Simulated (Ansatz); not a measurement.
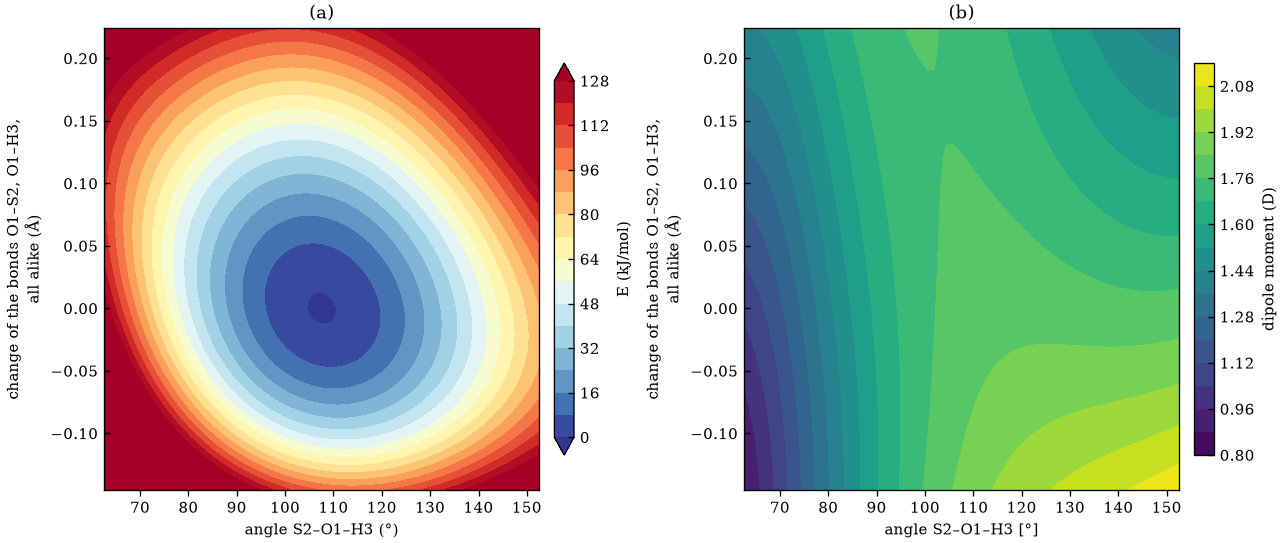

HOS, SMILES O[S], spin multiplicity 2. 
- Coordinates scanned: (1) angle S2–O1–H3; (2) change of the bonds O1–S2, O1–H3, all alike.
- Nothing is relaxed (all other coordinates rigid).
- Grid: 15 × 15 points.
- Points are written as (first, second).
- Energies are in kJ/mol, from the lowest grid point.
- Computed with Ansatz, UKS PBE-D4/def2-TZVP.

Panel (a) is the energy and panel (b) the computed dipole moment on the same grid.

In the figure: filled contours, one colour for all values above the top of the scale. Between grid points the surface is interpolated.

How does the dipole moment vary over the map, and what is it at the lowest grid point?

Answer. Leaving out the highest fifth of the energies, it runs from 1.12 D at (69.0°, −0.039 Å) to 2.04 D at (133.3°, −0.145 Å). At the lowest grid point, (107.6°, 0.013 Å), it is 1.79 D.
